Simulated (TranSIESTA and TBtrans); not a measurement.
Junction: Cu rod with one Ta atom on the axis. Leads: fcc Cu rod along [100], layers of 5 and 4 atoms, a = 3.63 Å. Geometry: 13 atoms about the centre moved by SIESTA (PBE, SZP) to a largest force of 0.03 eV/Å, all others as built. Transport runs along z; the first 18 and the last 18 of the 72 atoms are the lead cells, repeated to infinity.

```xyz
72
Lattice="13.634 0.000 0.000 0.000 13.634 0.000 0.000 0.000 29.040" Properties=species:S:1:pos:R:3 pbc="F F T"
Cu     6.817     6.817     0.000
Cu     9.384     6.817     0.000
Cu     6.817     9.384     0.000
Cu     4.250     6.817     0.000
Cu     6.817     4.250     0.000
Cu     8.100     8.100     1.815
Cu     5.533     8.100     1.815
Cu     8.100     5.533     1.815
Cu     5.533     5.533     1.815
Cu     6.817     6.817     3.630
Cu     9.384     6.817     3.630
Cu     6.817     9.384     3.630
Cu     4.250     6.817     3.630
Cu     6.817     4.250     3.630
Cu     8.100     8.100     5.445
Cu     5.533     8.100     5.445
Cu     8.100     5.533     5.445
Cu     5.533     5.533     5.445
Cu     6.817     4.250     7.260
Cu     4.250     6.817     7.260
Cu     6.817     6.817     7.260
Cu     9.384     6.817     7.260
Cu     6.817     9.384     7.260
Cu     5.533     5.533     9.075
Cu     8.100     5.533     9.075
Cu     5.533     8.100     9.075
Cu     8.100     8.100     9.075
Cu     6.817     4.250    10.890
Cu     4.250     6.817    10.890
Cu     6.817     6.817    10.890
Cu     9.384     6.817    10.890
Cu     6.817     9.384    10.890
Cu     5.552     5.552    12.607
Cu     8.081     5.552    12.607
Cu     5.552     8.081    12.607
Cu     8.081     8.081    12.607
Cu     6.817     4.417    14.520
Cu     4.417     6.817    14.520
Ta     6.817     6.817    14.520
Cu     9.216     6.817    14.520
Cu     6.817     9.216    14.520
Cu     5.552     5.552    16.433
Cu     8.081     5.552    16.433
Cu     5.552     8.081    16.433
Cu     8.081     8.081    16.433
Cu     6.817     4.250    18.150
Cu     4.250     6.817    18.150
Cu     6.817     6.817    18.150
Cu     9.384     6.817    18.150
Cu     6.817     9.384    18.150
Cu     5.533     5.533    19.965
Cu     8.100     5.533    19.965
Cu     5.533     8.100    19.965
Cu     8.100     8.100    19.965
Cu     6.817     6.817    21.780
Cu     9.384     6.817    21.780
Cu     6.817     9.384    21.780
Cu     4.250     6.817    21.780
Cu     6.817     4.250    21.780
Cu     8.100     8.100    23.595
Cu     5.533     8.100    23.595
Cu     8.100     5.533    23.595
Cu     5.533     5.533    23.595
Cu     6.817     6.817    25.410
Cu     9.384     6.817    25.410
Cu     6.817     9.384    25.410
Cu     4.250     6.817    25.410
Cu     6.817     4.250    25.410
Cu     8.100     8.100    27.225
Cu     5.533     8.100    27.225
Cu     8.100     5.533    27.225
Cu     5.533     5.533    27.225
```

Run with TranSIESTA and TBtrans (open boundaries, self-consistent; PseudoDojo norm-conserving potentials, scalar-relativistic): Spin polarized, PAO.BasisSize SZP, PAO.EnergyShift 0.15 eV, XC.Authors PBE, Mesh.Cutoff 150 Ry, ElectronicTemperature 300 K, TBT.Elecs.Eta 0.001 eV.

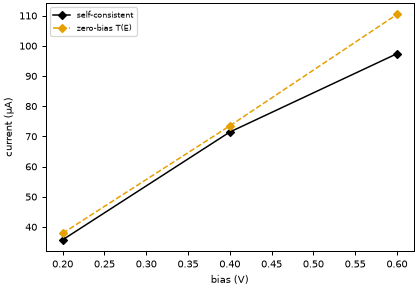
Current against bias

```
V (V)  I self-consistent (μA)  I from the zero-bias T(E) (μA)
-----  ----------------------  ------------------------------
0.2                      35.7                            37.9
0.4                      71.4                            73.5
0.6                      97.4                             110
```

Positive bias raises the left lead's chemical potential. The energy step is 0.02 eV; narrower resonances are cut or missed.

Moments were seeded on the central atoms alone, and one start was tried. The leads' channel count changes near 0.01 eV, within the thermal window, so values at the Fermi level hang on where that band edge falls. Moving central atoms between leads that stay as built scatters by itself, most near band edges, so not all of the loss belongs to a defect. Spin-orbit coupling, left out here, matters for the heavy atoms.
